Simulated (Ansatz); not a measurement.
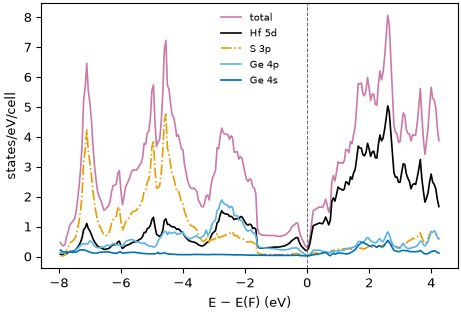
Total and projected density of states of HfGeS in space group P4/nmm (No. 129; Hf on 2c, Ge on 2a, S on 2c), DFT-r²SCAN in the program Ansatz with PAW potentials

Task: Which orbitals carry the states next to the Fermi level?

Result: Within 0.5 eV of the Fermi level: Hf 5d 63 %, Ge 4p 18 %, S 3p 8 %. Projections are on Löwdin-orthogonalised atomic valence shells; empty p or d shells of many metals are not among them.

Task: Where is the tallest occupied peak in this window, and what makes it?

Result: Near -4.5 eV, about 7.2 states/eV per cell; the largest projected share is S 3p.

The first step of the workflow began from a Materials Project structure, measured or hypothetical; the Crystallography Open Database files this formula in space group No. 129, but the cells were not matched. Whether it is the stable phase at ambient conditions was not checked. Symmetry was held in the r²SCAN relaxation; whether a distortion lowers the energy is not shown. No spin polarisation was allowed. Spin–orbit coupling is left out wherever it is not named.

Potentials: the later of the program's two PAW sets.
